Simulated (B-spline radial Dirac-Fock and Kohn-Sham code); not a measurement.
Neutral bromine. Method: Dirac partial waves in the static Dirac–Fock field with Furness–McCarthy exchange, no polarisation or absorption (computed with a radial B-spline solver).

What should this plot look like? Differential cross section for elastic electron scattering and the Sherman function against angle at 121 eV and 158 keV, computed at the marked angles.

At 121 eV the cross section is 47.0 bohr²/sr at 0°, 0.056 at 90° and 0.73 at 180°, with minima near 40°, 90° and 150°; among the marked angles the Sherman function is largest in size at 90° (−0.096), though it can peak far more sharply between them at a deep minimum; the integral is 18.4 bohr². At 158 keV the cross section is 294 bohr²/sr at 0°, 1.2 × 10⁻⁵ at 90° and 2.1 × 10⁻⁶ at 180°, without a marked minimum on this grid; among the marked angles the Sherman function is largest in size at 120° (−0.12); the integral is 0.226 bohr². The model is rough under about 200 eV.

The computed plot:

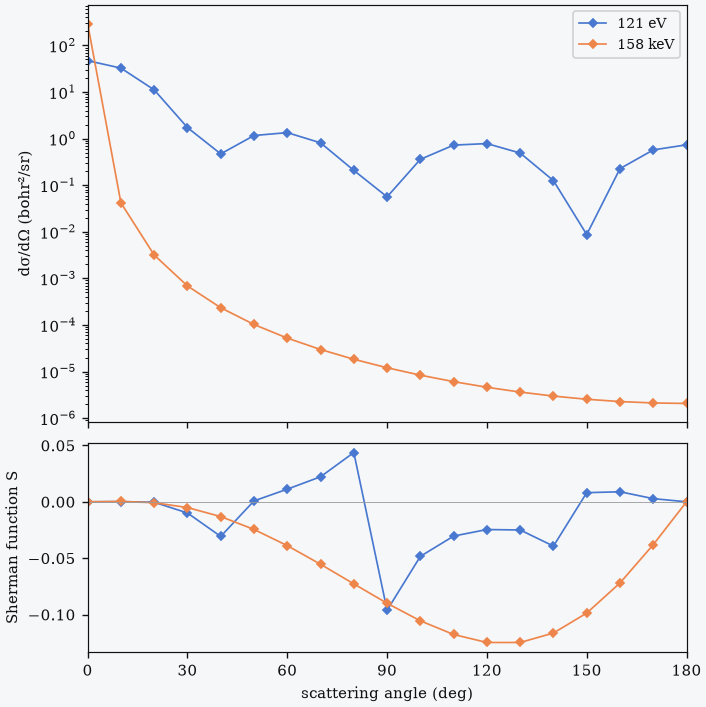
